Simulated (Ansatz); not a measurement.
CH₆N₂OSi (SMILES NC(O)=N[SiH3])

```
atom    x (Å)    y (Å)    z (Å)
   N  -0.8530   0.2039   1.4406
   C   0.0091  -0.6192   0.7778
   O   0.3048  -1.7075   1.5717
   N   0.5217  -0.5069  -0.3817
  Si   0.3996   0.6927  -1.6656
   H  -1.1823   1.0536   1.0190
   H  -1.1602  -0.0457   2.3640
   H   0.9211  -2.2825   1.0796
   H  -0.5096   1.8547  -1.3183
   H   1.7565   1.2498  -1.9628
   H  -0.1420   0.0500  -2.9039
```

Method: RKS CAM-B3LYP/6-31G in Ansatz.

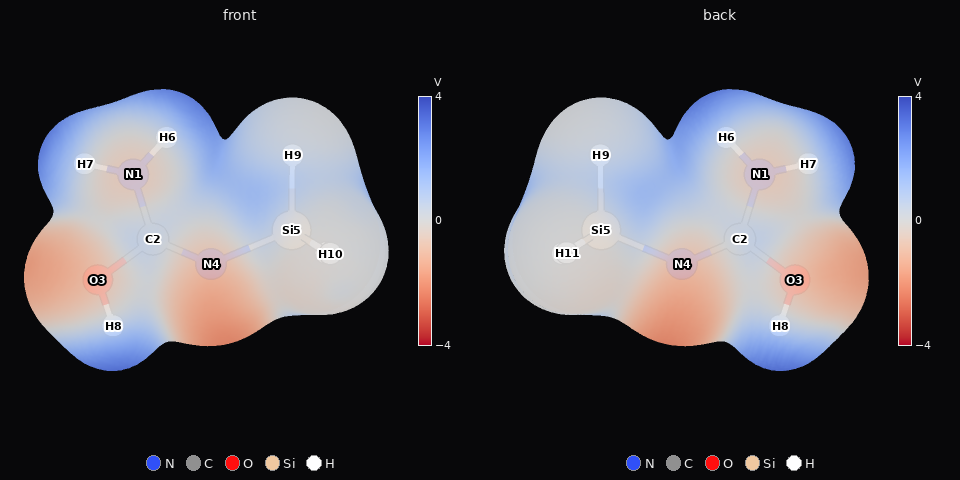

Figure 1. The molecular electrostatic potential painted on the density surface at 0.004 e/bohr³, seen from the front and from behind; red is negative and blue positive.

### Where is the surface potential most negative and most positive?

The most negative region (about −2.1 V, or −48 kcal/mol for a unit charge) lies over N4, the most positive (about +3.0 V, or +69 kcal/mol for a unit charge) over H8. N4 is the likeliest acceptor of a hydrogen bond.

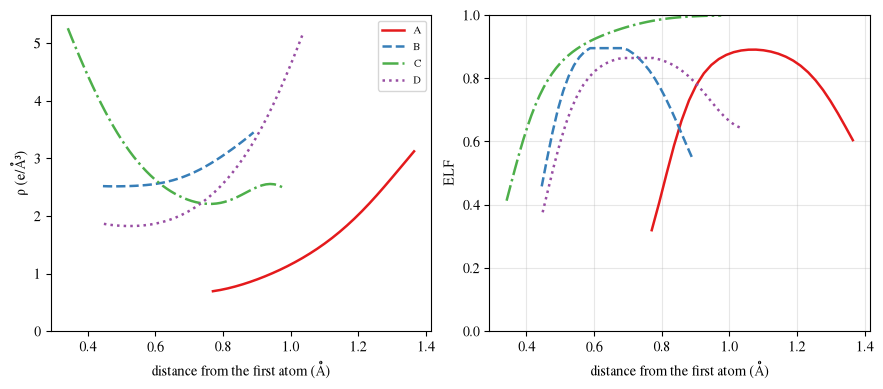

Figure 2. Electron density and electron localisation function along straight lines between neighbouring atoms. The curves leave out the atomic cores.

### Which curve belongs to which contact (C–N, C–O, O–H and Si–N)? The first atom named is at distance zero.

Curve A: Si–N (1.76 Å): the density is about 0.86 e/Å³ at the midpoint; the ELF peaks at about 0.90 between the atoms, as expected for a shared but strongly polarised pair. Curve B: C–N (1.27 Å): ρ is about 2.6 e/Å³ halfway; the ELF peaks at about 0.90 between the atoms (localised, covalent bonding). Curve C: O–H (0.98 Å): ρ at the midpoint is about 3.4 e/Å³; the ELF climbs to about 1 towards the hydrogen, as it does in any bond to H: a covalent bond by its length. Curve D: C–O (1.38 Å): ρ is about 2.1 e/Å³ halfway, with its minimum of 1.8 e/Å³ about 0.5 Å from C; the ELF peaks at about 0.85 between the atoms: a polar covalent bond.

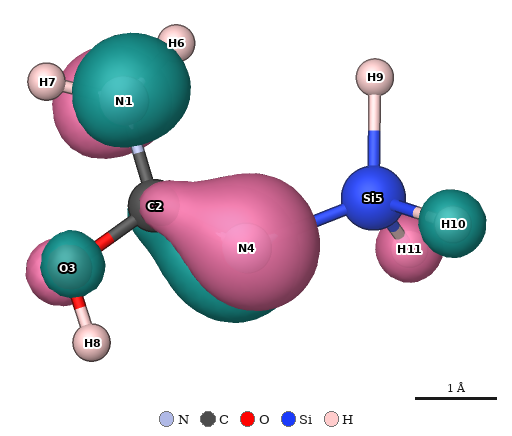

Figure 3. The HOMO at ±0.15 Å⁻³ᐟ² (teal and pink are the two phases), seen at a tilt.

### What is the character of this orbital?

By Hirshfeld shares it lies mainly on N4 (about 40 %), N1 (about 25 %) and C2 (about 10 %). Its energy is −8.18 eV.
